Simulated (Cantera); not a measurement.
Charge: 1 mol Si₂Cl₆, 15 mol NH₃, held at 100 Torr.

Cantera equilibrium calculation (NASA polynomials, part measured and part estimated; ideal gas, pure solids and liquids). Candidate condensed phases: NH₄Cl, Si, Si₃N₄; 28 gas species. The feed counts by its element totals alone. The tables' values for SiCl₃, SiCl, SiN are old estimates; treat these amounts as uncertain. Gases not in the tables: Si₂H₆ and higher silanes. Kinetics and transport are ignored.

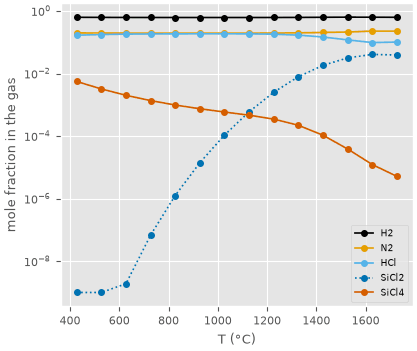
*Equilibrium gas composition (values under 1e-9 drawn at 1e-9)*

From 427 °C to 1527 °C the condensed part is Si₃N₄(s). From 1627 °C to 1727 °C the condensed part is Si(l). The main Si-bearing gas is SiCl₄ at 427 °C and SiCl₂ at 1727 °C.
